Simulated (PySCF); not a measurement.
## NMR shielding calculation, with input and output: C$_{5}$H$_{18}$F$_{2}$OSi$_{5}$

C$_{5}$H$_{18}$F$_{2}$OSi$_{5}$, SMILES CO[Si@@H]1C[Si@H]([SiH3])C[SiH2]C[Si](F)(F)C1, computed with GIAO B3LYP/6-31G* NMR shielding, non-relativistic, gas phase (PySCF 2.14.0).

The geometry comes from this level: GFN1-xTB. Figures and captions count atoms from 1; the log counts them from 0 in places.

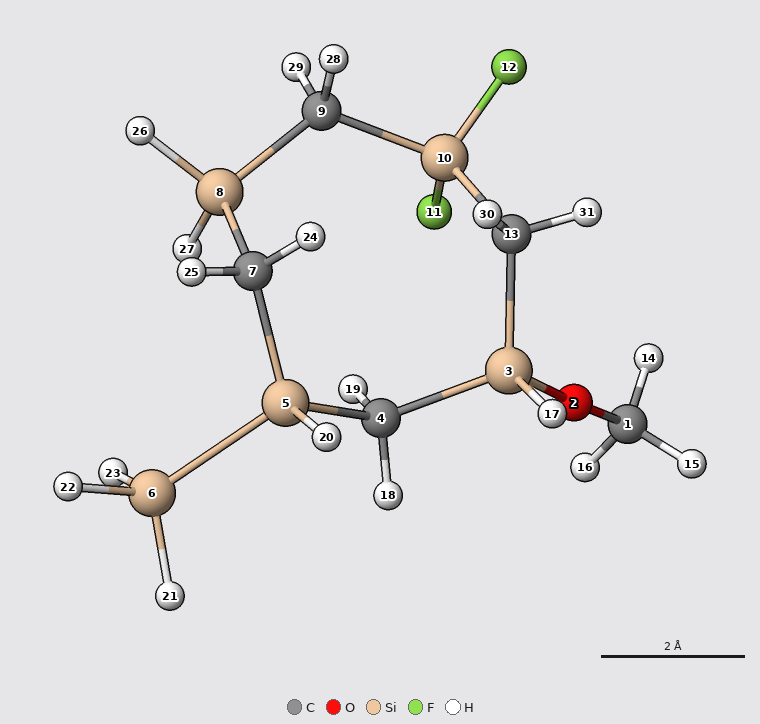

**Figure 1.** The structure (ball-and-stick view, seen at a tilt; atoms are numbered from 1 in the order of the input).

### Input file
```
{"job": {"xc": "B3LYP", "basis": "6-31G*", "kind": "nmr", "pop": false}, "charge": 0, "multiplicity": 1}
C      4.284657    -0.700497    -0.717372
O      3.122249    -0.660976     0.075860
Si     1.750253    -0.512187     0.900459
C      0.320487    -1.405178    -0.033651
Si    -1.433496    -1.563560     0.714534
Si    -2.691359    -3.011104    -0.616824
C     -2.310052     0.142338     0.938908
Si    -2.394030     1.346784    -0.545527
C     -1.105834     2.741881    -0.422662
Si     0.778057     2.417958    -0.279829
F      1.294488     1.825531    -1.662551
F      1.488190     3.844501    -0.166657
C      1.367278     1.348471     1.187852
H      4.569004     0.313328    -1.018079
H      5.108891    -1.147642    -0.151094
H      4.106018    -1.299569    -1.616625
H      1.990042    -1.160626     2.178068
H      0.684016    -2.430219    -0.236485
H      0.237512    -0.946751    -1.036766
H     -1.282988    -2.106996     2.073309
H     -2.173402    -4.381039    -0.663048
H     -4.099282    -3.204061    -0.260894
H     -2.757286    -2.643656    -2.033360
H     -1.869879     0.664374     1.806147
H     -3.345143    -0.084282     1.253929
H     -3.712297     1.973599    -0.560615
H     -2.246205     0.638035    -1.811394
H     -1.384347     3.378943     0.435693
H     -1.233411     3.395746    -1.304719
H      0.637608     1.445794     2.006467
H      2.288235     1.810546     1.581558
```

The first line tells a small driver script what to run in PySCF; the rest is the geometry in Å.

Command:
```bash
OMP_NUM_THREADS=1 python <driver script> task.json out
```

### What the program printed
```
coarse grid: 27968 points
cycle   1  E = -1923.7950871589  dE =  9.302e-01  |g| = 1.190e+00  |ddm| = 4.884e+00
cycle   2  E = -1923.4598947368  dE =  3.352e-01  |g| = 1.791e+00  |ddm| = 2.548e+00
cycle   3  E = -1924.0671807361  dE = -6.073e-01  |g| = 2.052e-01  |ddm| = 1.739e+00
cycle   4  E = -1924.0755153177  dE = -8.335e-03  |g| = 6.286e-02  |ddm| = 2.225e-01
cycle   5  E = -1924.0763853977  dE = -8.701e-04  |g| = 1.368e-02  |ddm| = 6.907e-02
cycle   6  E = -1924.0764310618  dE = -4.566e-05  |g| = 4.271e-03  |ddm| = 1.930e-02
cycle   7  E = -1924.0764353686  dE = -4.307e-06  |g| = 9.973e-04  |ddm| = 4.710e-03
final grid: 246784 points
cycle   8  E = -1923.9395311343  dE = -2.120e-05  |g| = 7.945e-03  |ddm| = 2.494e-02
cycle   9  E = -1923.9395167730  dE =  1.436e-05  |g| = 1.142e-02  |ddm| = 1.719e-02
cycle  10  E = -1923.9395466177  dE = -2.984e-05  |g| = 9.784e-04  |ddm| = 9.923e-03
cycle  11  E = -1923.9395468219  dE = -2.042e-07  |g| = 1.835e-04  |ddm| = 1.038e-03
cycle  12  E = -1923.9395468278  dE = -5.937e-09  |g| = 7.507e-05  |ddm| = 2.214e-04
cycle  13  E = -1923.9395468289  dE = -1.067e-09  |g| = 2.459e-05  |ddm| = 7.264e-05
cycle  14  E = -1923.9395468290  dE = -1.196e-10  |g| = 4.918e-06  |ddm| = 2.499e-05
```

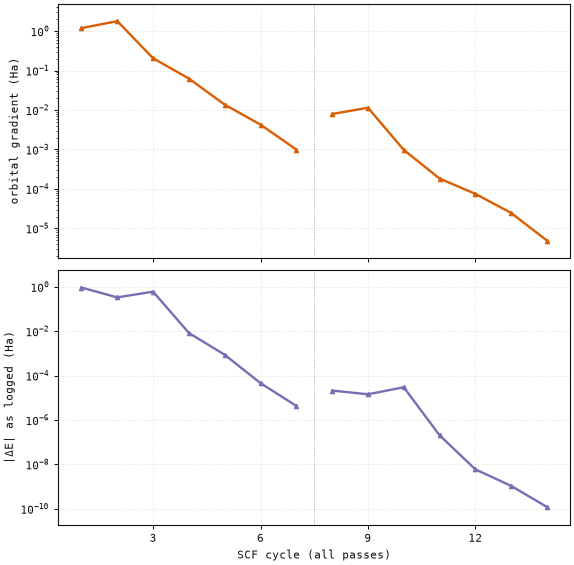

**Figure 2.** Convergence of the self-consistent field: orbital gradient and size of the energy change against the SCF cycle. The dotted line marks the change from a coarse to the final integration grid. The first 7 cycles use a coarse grid, the final grid takes over at cycle 8, and the field converges after 14 cycles in all.

```
converged SCF energy = -1923.9395468290

GIAO shielding tensors (ppm)
atom      isotropic    diamagn.    paramagn.     s11        s22        s33       span
  0 C      137.398     239.120    -101.722    111.756    113.082    187.355     75.599
  1 O      315.697     396.256     -80.559    242.823    342.139    362.129    119.307
  2 Si     425.571     882.467    -456.896    391.388    427.348    457.976     66.588
  3 C      185.583     255.598     -70.015    175.614    186.260    194.876     19.261
  4 Si     439.068     883.603    -444.535    407.394    444.380    465.430     58.035
  5 Si     498.144     881.824    -383.680    480.241    495.362    518.828     38.587
  6 C      194.798     248.971     -54.173    188.875    191.360    204.159     15.284
  7 Si     441.513     883.290    -441.777    412.364    440.351    471.825     59.461
  8 C      187.464     248.173     -60.709    181.579    184.142    196.670     15.092
  9 Si     406.547     878.515    -471.968    375.977    394.173    449.493     73.516
 10 F      325.629     472.815    -147.186    266.553    339.388    370.946    104.393
 11 F      311.202     466.465    -155.263    250.390    318.479    364.736    114.346
 12 C      179.457     254.998     -75.541    172.542    175.373    190.455     17.913
 13 H       28.158      28.422      -0.264     23.272     26.767     34.435     11.163
 14 H       28.254      26.452       1.803     23.780     25.805     35.178     11.398
 15 H       28.241      29.204      -0.963     23.749     26.240     34.733     10.984
 16 H       27.008      32.316      -5.308     23.240     25.499     32.286      9.045
 17 H       32.173      33.185      -1.012     25.956     31.768     38.795     12.838
 18 H       31.899      38.380      -6.481     29.458     30.996     35.243      5.785
 19 H       27.773      31.897      -4.124     25.075     25.488     32.756      7.680
 20 H       29.276      29.900      -0.624     25.581     27.148     35.100      9.520
 21 H       29.243      29.237       0.006     25.510     27.041     35.178      9.668
 22 H       29.123      31.386      -2.263     25.556     28.200     33.613      8.056
 23 H       32.311      34.040      -1.729     29.143     29.962     37.827      8.684
 24 H       32.213      29.723       2.490     26.664     29.916     40.060     13.397
 25 H       28.058      30.666      -2.607     23.544     26.493     34.138     10.594
 26 H       28.080      34.530      -6.450     24.983     27.447     31.809      6.825
 27 H       32.389      29.151       3.239     28.249     30.535     38.384     10.135
 28 H       32.080      27.676       4.403     26.974     29.796     39.468     12.494
 29 H       32.629      34.865      -2.236     29.475     31.511     36.901      7.426
 30 H       31.887      29.666       2.221     27.589     29.667     38.404     10.815
```

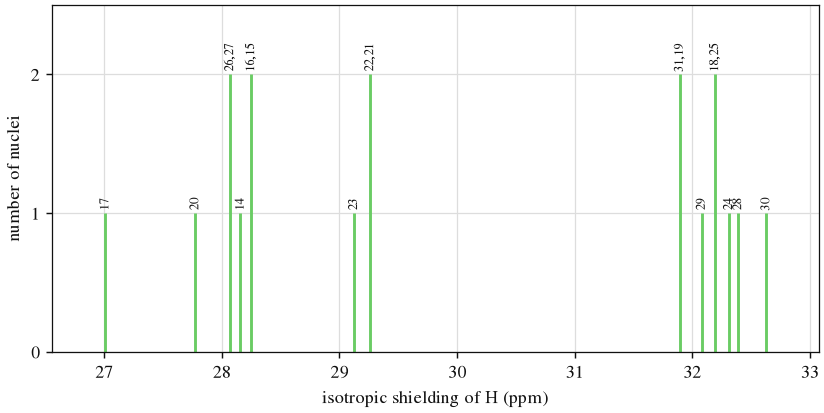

**Figure 3.** Isotropic shieldings of the hydrogen nuclei in this fixed geometry, labelled by atom number; shielding grows to the right, so chemical shift grows to the left. The least shielded is H17 (27.0 ppm), the most shielded H30 (32.6 ppm).

### Results in brief

- outcome: converged
- total energy: −1923.939547 hartree
- HOMO: −7.21 eV
- LUMO: 0.18 eV
- dipole moment: 1.27 D
- isotropic shielding, C: 137.4 to 194.8 ppm
- isotropic shielding, O: 315.7 ppm
- isotropic shielding, Si: 406.5 to 498.1 ppm
- isotropic shielding, F: 311.2 to 325.6 ppm
- isotropic shielding, H: 27.0 to 32.6 ppm
- hardware: 1 CPU thread, shared host
- wall time: 2.6 min
- peak memory: 1.6 GiB
